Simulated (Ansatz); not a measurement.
# SbP (model cell, started as layered BN type): from the cell to its phonons, part 2 of 2

How does SbP (model cell, started as layered BN type) vibrate, and is this structure a minimum?

Ansatz 0.2.0; DFT LDA, scalar-relativistic, plane waves, PAW.

So far. Step 3 (Tight relaxation): The forces vanish by symmetry and the pressure is 0.000 GPa, within the tolerances set. The cell now holds 26.00 Å³/atom. The relaxed cell has a = 4.652, c = 5.549 Å (conventional setting).

The structure was built from a prototype and need not be the compound's stable phase.

## (4) Modes at Γ

The zone centre comes first: it holds the modes that light can see, as far as symmetry allows. No field response is asked, since the mesh shows no gap.

input.yaml

```yaml
crystal:
  lattice:
    - [4.6517605951, -3.0644e-06, 0.0]
    - [-2.3258776437, 4.0285443799, 0.0]
    - [0.0, 0.0, 5.5486638842]
  atoms:
    - { symbol: Sb, position: [0.3333333333, 0.6666666667, 0.25] }
    - { symbol: Sb, position: [0.6666666667, 0.3333333333, 0.75] }
    - { symbol: P, position: [0.6666666667, 0.3333333333, 0.25] }
    - { symbol: P, position: [0.3333333333, 0.6666666667, 0.75] }
kpoints:
  mp_grid: { grid: [10, 10, 6] }
hamiltonian:
  xc: lda
scf:
  occupations: { method: methfessel_paxton, width: 0.15 }
output:
  eigenvalues: true
phonons:
  method: dfpt
```

On the command line:

```console
ansatz run input.yaml --threads 4 --pin off --max-ram 7168MiB --backend cpu --events-out ev --progress --plain --runs-dir out
```

Numbers of over 12 decimals in the logs are rounded to 6 here.

The program printed:

```text
[...]
Crystal: 4 atoms, lattice volume = 103.981 Å³
Basis set: ecut = 420 eV, 2029 PW (Γ), exchange–correlation on 64×64×80 points (8 copies of the dense FFT grid, shifted against one another)
Bands: 24, of which v1, the nominal top of the filled ones, is band 20 counted from 1 (19 counted from 0)
Symmetry: 24 space group operations
k-points: 172 of 600 (irreducible under 2 space group operations, time reversal used)
[...]
SCF iter   1: F=—  HF=-14122.346336 eV  |F-HF|=—  |Δ(HF+E_count)|=         —  Δρ=6.49e-3  dr2=4.44e-2  ethr=1.77e-3  ⟨swp⟩=8.4  Hψ=47101  notcnv=0
automatic band count: the SCF goes on with 28 bands, as 24 were too few: they end inside the smearing window of the response
[...]
SCF iter   2: F=—  HF=-14122.329713 eV  |F-HF|=—  |Δ(HF+E_count)|=   1.66e-2  S|Δr|=    0.00e0  Δρ=7.61e-4  dr2=5.64e-4  ethr=1.11e-4  ⟨swp⟩=2.5  Hψ=7703  notcnv=0
[...]
SCF iter   8: F=-14122.329445 eV  HF=-14122.329445 eV  |F-HF|=1.82e-12  |Δ(HF+E_count)|=  3.09e-11  S|Δr|=    0.00e0  Δρ=8.62e-8  dr2=6.96e-12  ethr=1.00e-12  ⟨swp⟩=11.0  Hψ=32037  notcnv=0
SCF 1 converged in 8 iterations: F = -14122.329445 eV  dr2 = 6.96e-12
[...]
DFPT response loops at Γ: preconditioner auto → Kerker (q_TF=auto, 2.327 Å⁻¹) (partly filled bands, converged f_vac=0.050); β = 1.00, the filter's whole step (`scf.mixing.beta` (0.50) is not read by the response loops under this deck's `scf.mixing.preconditioner`; to damp them name `kerker` or `kerker_dos`, under which they read `scf.mixing.beta`, and type it under 1.00, their step now; both keys bind the ground state too); Broyden in place of MSR1
SCF converged after 8 iterations
[...]
Free energy (F): -14122.329445 eV
[...]
Internal energy: -14122.330658 eV  (E = F + TS)
E sigma→0 (E₀):  -14122.329748 eV
Entropy (-TS):   0.001214 eV (0.303 meV/atom)
Fermi energy:    8.169121 eV
Step filling:    the computed levels leave a gap of 0.0000 eV = 0.0 smearing widths at the electron count; against every level under it full and every level over it empty, smearing changes F+E_penalty+E_count by -0.064 meV and its σ→0 estimate by -0.368 meV
[...]
--- Band table (eV; the first three rows and the last of 172) ---
  k-point 0: bands = [... 16 lower, 4.0149, 5.8940, 5.9704, 5.9704, 7.9175, 7.9175, 10.5657, 10.5657, ... 4 higher]
  k-point 1: bands = [... 16 lower, 3.7811, 5.7491, 5.7491, 6.8780, 8.0044, 8.0044, 10.2325, 10.2325, ... 4 higher]
  k-point 2: bands = [... 16 lower, 4.1078, 5.2155, 5.2155, 8.1854, 8.3093, 8.3093, 9.0694, 9.5360, ... 4 higher]
  k-point 171: bands = [... 16 lower, 4.5578, 4.7408, 6.3283, 8.3213, 8.9599, 10.7575, 11.3207, 11.8128, ... 4 higher]
--- Phonons (Γ-DFPT): 4 representative perturbations + reference, on 172 of 600 k-points (Σ response iterations 12) ---
  k mesh reduced under 2 symmetry operations, with k and −k counted as one. Each operation leaves every solved perturbation unchanged. A smaller set is not used because it would not reduce the number of displacements times k-points to solve
  ASR residual: 4.595e-5 → 0.000e0 eV/Å²; symmetrization residual: 9.566e-5 eV/Å²
  ASR residual per site (eV/Å²): 4.60e-5 4.60e-5 2.23e-5 2.23e-5
  Γ frequencies (cm⁻¹): -165.72 0.00 0.00 0.00 19.59 19.59 91.84 152.82 152.82 184.06 184.06 246.79
  non-analytic LO–TO correction: not included (Born effective charges unavailable; polar crystals: no LO–TO splitting at Γ)
```

The job ended after 99 s (4 threads of Arm Neoverse N1, shared host; peak memory 1.7 GiB; 6.2 min of CPU time).

Reading the cycles: dr2 is the Hartree energy of the density residual (eV), the measure of convergence; HF is the Harris–Foulkes estimate of the energy, which meets the free energy F at convergence.

Numbers from this step:

| Quantity | Value |
| --- | --- |
| sum-rule residual before enforcement | 4.60e-5 eV/Å² |
| point group | 6/mmm |
| highest optical mode at the zone centre (no LO-TO term) | 246.8 cm⁻¹ |
| lowest optical zone-centre mode | -165.7 cm⁻¹ |

Patterns of degenerate modes are one choice out of their space. The modes at Γ (shares of kinetic energy by element, %) (negative means imaginary):

| mode | frequency (cm⁻¹) | symmetry | Sb % | P % |
| --- | --- | --- | --- | --- |
| 1 | -165.7 | A2u | 20 | 80 |
| 2 | 0.0 | acoustic | 80 | 20 |
| 3 | 0.0 | acoustic | 80 | 20 |
| 4 | 0.0 | acoustic | 80 | 20 |
| 5 | 19.6 | E2g | 97 | 3 |
| 6 | 19.6 | E2g | 97 | 3 |
| 7 | 91.8 | B1g | 91 | 9 |
| 8 | 152.8 | E2g | 3 | 97 |
| 9 | 152.8 | E2g | 3 | 97 |
| 10 | 184.1 | E1u | 20 | 80 |
| 11 | 184.1 | E1u | 20 | 80 |
| 12 | 246.8 | B1g | 9 | 91 |

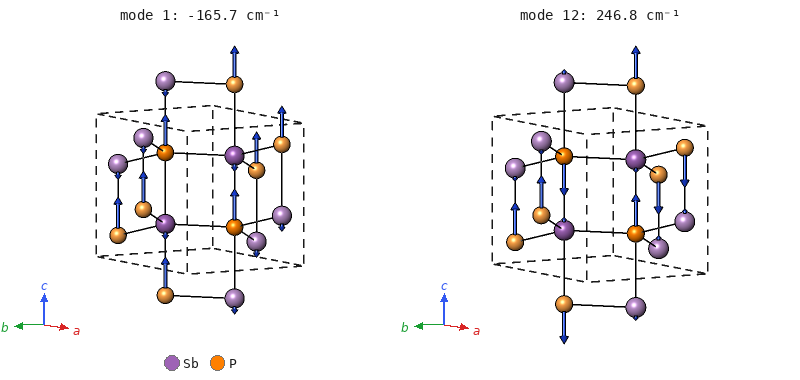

Displacement patterns of modes 1 and 12 at Γ; arrows are exaggerated. Some periodic images of atoms are drawn too.

Before it was imposed, the acoustic sum rule was missed by 4.6e-5 eV/Å². Small misses are needed for a sound result but don't prove that mesh and cutoff are converged. The lowest optical mode is imaginary, 165.7i cm⁻¹, so the energy falls along it.

## (5) Phonons on a q mesh

The mesh has a single point along some directions, so zone-edge points there are not solved. Linear response on a 2×2×1 q mesh gives force constants as far as a supercell of that size would.

Changes to input.yaml since step 4:

```diff
@@ -20 +20,9 @@
   method: dfpt
+  qmesh: [2, 2, 1]
+  temperatures: { t_max: 1000, t_step: 50 }
+  qpath:
+    path:
+      - [[0.0, 0.0, 0.0], [0.5, 0.0, 0.0], [0.33333333, 0.33333333, 0.0], [0.0, 0.0, 0.0], [0.0, 0.0, 0.5], [0.5, 0.0, 0.5], [0.33333333, 0.33333333, 0.5], [0.0, 0.0, 0.5]]
+      - [[0.5, 0.0, 0.5], [0.5, 0.0, 0.0]]
+      - [[0.33333333, 0.33333333, 0.5], [0.33333333, 0.33333333, 0.0]]
+    npoints: 10
```

The program printed:

```text
[...]
Crystal: 4 atoms, lattice volume = 103.981 Å³
Basis set: ecut = 420 eV, 2029 PW (Γ), exchange–correlation on 64×64×80 points (8 copies of the dense FFT grid, shifted against one another)
Bands: 24, of which v1, the nominal top of the filled ones, is band 20 counted from 1 (19 counted from 0)
Symmetry: 24 space group operations
k-points: 56 of 600
[...]
SCF iter   1: F=—  HF=-14122.346411 eV  |F-HF|=—  |Δ(HF+E_count)|=         —  Δρ=6.48e-3  dr2=4.44e-2  ethr=1.77e-3  ⟨swp⟩=8.4  Hψ=15311  notcnv=0
[...]
SCF iter   8: F=-14122.329445 eV  HF=-14122.329445 eV  |F-HF|=0.00e0  |Δ(HF+E_count)|=  2.18e-11  S|Δr|=    0.00e0  Δρ=8.71e-8  dr2=7.00e-12  ethr=1.00e-12  ⟨swp⟩=10.8  Hψ=10255  notcnv=0
SCF 1 converged in 8 iterations: F = -14122.329445 eV  dr2 = 7.00e-12
[...]
phonons: the bands overlap, so this run is a metal and interpolates without the dipole-dipole term. If the crystal is really an insulator or semiconductor, its LO-TO splitting is missing
NSCF: frozen V_eff on 56 k-points
WARN: eigensolver did not converge in 10 slots of this pass, the one above among them; of largest residual over every band (k=52): 1 band(s) unlocked (lowest unlocked band 27, counted from 0; max residual 5.03e-3 eV among the unlocked bands, 5.03e-3 eV over every band); of lowest unlocked band (k=12): band 27
[...]
DFPT response loops at q = (0, 0, 0) (fractional): preconditioner auto → Kerker (q_TF=auto, 2.327 Å⁻¹) (partly filled bands, converged f_vac=0.050); β = 1.00, the filter's whole step (`scf.mixing.beta` (0.50) is not read by the response loops under this deck's `scf.mixing.preconditioner`; to damp them name `kerker` or `kerker_dos`, under which they read `scf.mixing.beta`, and type it under 1.00, their step now; both keys bind the ground state too); Broyden in place of MSR1
[...]
SCF converged after 8 iterations
[...]
Free energy (F): -14122.329445 eV
[...]
Internal energy: -14122.330658 eV  (E = F + TS)
E sigma→0 (E₀):  -14122.329748 eV
Entropy (-TS):   0.001214 eV (0.303 meV/atom)
Fermi energy:    8.169121 eV
[...]
--- Band table (eV; the first three rows and the last of 56) ---
  k-point 0: bands = [... 16 lower, 4.0149, 5.8940, 5.9704, 5.9704, 7.9175, 7.9175, 10.5657, 10.5657, ... 4 higher]
  k-point 1: bands = [... 16 lower, 3.7811, 5.7491, 5.7491, 6.8780, 8.0044, 8.0044, 10.2325, 10.2325, ... 4 higher]
  k-point 2: bands = [... 16 lower, 4.1078, 5.2155, 5.2155, 8.1854, 8.3093, 8.3093, 9.0694, 9.5360, ... 4 higher]
  k-point 55: bands = [... 16 lower, 6.9414, 6.9414, 8.0113, 8.0113, 8.8033, 8.8033, 9.3766, 9.3766, ... 4 higher]
--- Phonons (Γ-DFPT): 4 representative perturbations + reference (Σ response iterations 12) ---
  ASR residual: 2.972e-5 → 0.000e0 eV/Å²; symmetrization residual: 3.558e-5 eV/Å²
  ASR residual per site (eV/Å²): 2.97e-5 2.97e-5 2.48e-5 2.48e-5
[...]
--- Phonons (arbitrary-q DFPT): 2 irreducible q on the 2×2×1 mesh ---
  q = [0.0000, 0.0000, 0.0000] (star 1, of the zone-centre solve; hermiticity 1.60e-5, symmetrization 3.14e-7): -165.72 -0.00 -0.00 0.00 19.59 19.59 91.84 152.82 152.82 184.06 184.06 246.79
  q = [0.0000, -0.5000, 0.0000] (star 3, 6 solved perturbations in 1080 linear systems a pass and spin channel, the states on 208 of 600 k-point pairs; hermiticity 8.73e-5, symmetrization 1.23e-5): -80.28 54.18 56.92 61.80 76.33 92.17 101.40 118.64 152.57 153.26 167.57 208.36
  sum rule: each row above includes the acoustic sum rule's correction from the zone centre's row sums; it moved no ω² by more than (0.47 cm⁻¹)²
  mesh force constants: q→R imaginary residual 1.24e-17; ASR residual 2.972e-5 → 0.000e0 eV/Å²; symmetrization residual 3.553e-15 eV/Å²
  interpolated dispersion: 93 rows × 12 modes
  density of states and harmonic sums: on the 16×16×11 q-mesh, interpolated from the force constants of a 2×2×1 supercell (no non-analytic term)
  largest difference from the sums on the solved wave vectors: F 2.09e-1 eV, S 2.88e-4 and C_V 8.26e-5 eV/K
  zero-point energy: 0.075909 eV/cell   skipped modes (ω ≤ 0): 165, of them read as no rigid motion or as one in doubt: 162 (8.239e-1 modes/cell left out, lowest -165.72 cm⁻¹)   left out of the sums: 6.87e-2 of the cell's modes: C_V's classical limit lies that fraction below 3 k_B per atom; for a crystal, a wire or a layer, F and S can be off by more, and a phonons.interpolated_qmesh denser along its periods is the remedy for the sampling
```

Wall time 3.4 min (4 threads); peak memory 1.6 GiB; 13 min of CPU time.

This step gave:

```yaml
sum_rule_residual_before_enforcement: 2.97e-5 eV/Å²
lowest_mode_on_the_q_mesh_acoustic_modes_at_gamma_apart: -165.7 cm⁻¹
highest_frequency_at_a_solved_wavevector_no_lo_to_term_at_gamma: 246.8 cm⁻¹
```

Frequencies (cm⁻¹) solved at each irreducible wavevector; negative means imaginary. Frequencies by wavevector, by row:

| q in reciprocal lattice units | star | mode 1 | mode 2 | mode 3 | mode 4 | mode 10 | mode 11 | mode 12 |
| --- | --- | --- | --- | --- | --- | --- | --- | --- |
| 0 0 0 | 1 | -165.7 | 0 | 0 | 0 | 184.1 | 184.1 | 246.8 |
| 0 -0.5 0 | 3 | -80.3 | 54.2 | 56.9 | 61.8 | 153.3 | 167.6 | 208.4 |

Symmetry leaves 2 wavevectors to solve. The lowest mode among them, the acoustic zeros apart, lies at Γ and is imaginary, 165.7i cm⁻¹, so the energy falls along it.

## (6) Another isotope

An isotope changes the mass and not the force constants, so no new electronic calculation is needed; the shifts show which modes move this element.

The same force constants with the mass of Sb changed from 121.760 to 122.904 u (phonopy, no LO-TO term). Both lists are sorted by frequency; levels can cross, so a row need not hold one and the same mode. Modes under 3 cm⁻¹ are left out. Isotope shifts, by row:

| q | rank | natural mass (cm⁻¹) | changed mass (cm⁻¹) |
| --- | --- | --- | --- |
| 0 0 0 | 1 | -165.7 | -165.6 |
| 0 0 0 | 5 | 19.59 | 19.5 |
| 0 0 0 | 6 | 19.59 | 19.5 |
| 0 0 0 | 7 | 91.84 | 91.45 |
| 0 0 0 | 8 | 152.8 | 152.8 |
| 0 0 0 | 9 | 152.8 | 152.8 |
| 0 0 0 | 10 | 184.1 | 183.9 |
| 0 0 0 | 11 | 184.1 | 183.9 |
| 0 0 0 | 12 | 246.8 | 246.7 |
| 0 -0.5 0 | 1 | -80.28 | -80.25 |
| 0 -0.5 0 | 2 | 54.18 | 53.94 |
| 0 -0.5 0 | 3 | 56.92 | 56.68 |
| 0 -0.5 0 | 4 | 61.8 | 61.57 |
| 0 -0.5 0 | 5 | 76.33 | 75.98 |
| 0 -0.5 0 | 6 | 92.17 | 91.74 |
| 0 -0.5 0 | 7 | 101.4 | 101 |
| 0 -0.5 0 | 8 | 118.6 | 118.6 |
| 0 -0.5 0 | 9 | 152.6 | 152.6 |
| 0 -0.5 0 | 10 | 153.3 | 153.1 |
| 0 -0.5 0 | 11 | 167.6 | 167.6 |
| 0 -0.5 0 | 12 | 208.4 | 208.3 |

A mode of this element alone would shift by -0.47 %. The highest zone-centre frequency without the field goes from 246.8 to 246.7 cm⁻¹ (-0.0 %).

## (7) Summary of results

| Quantity | Value |
| --- | --- |
| space group after relaxation (within 0.01 Å) | P6_3/mmc |
| volume per atom | 26.0 Å³ |
| electronic character | no gap on this mesh |
| highest optical mode at the zone centre (no LO-TO term) | 247 cm⁻¹ |
| lowest optical zone-centre mode | -166 cm⁻¹ |
| lowest mode on the q mesh (acoustic modes at Γ apart) | -166 cm⁻¹ |
| imaginary modes on the 2×2×1 q mesh | yes |

What this shows: Modes are clearly imaginary (beyond 10i cm⁻¹) at 2 of the 2 irreducible wavevectors, most at Γ (165.7i cm⁻¹), so this structure is not a minimum of the energy. The optical modes at Γ span -166 to 247 cm⁻¹ (negative means imaginary). The highest mode in this list at Γ, 246.8 cm⁻¹, is mostly motion of P (91 % of the kinetic energy). The q mesh is too sparse to interpolate, so only the solved wavevectors are given. With no gap, or one that is small against the smearing, the frequencies hang on the k mesh and the smearing, most of all near Kohn anomalies. Spin-orbit coupling is left out, which can matter for the heavy elements here. A phonon run warned that its eigensolver left some bands unconverged in a pass. The starting cell was built on a prototype and not taken from a measurement, so the phase need not exist. These are harmonic frequencies at zero temperature: anharmonic shifts, linewidths and thermal expansion are left out.

[Logs are printed without paths, hosts, clocks, repeated set-up lines and the standing remarks that a program may print on its own settings, such as how far it seeks lower states.]

[Hosts, paths, dates, database ids (printed as entryN), source tags and the programs' standing remarks are cut or masked in the printed files.]
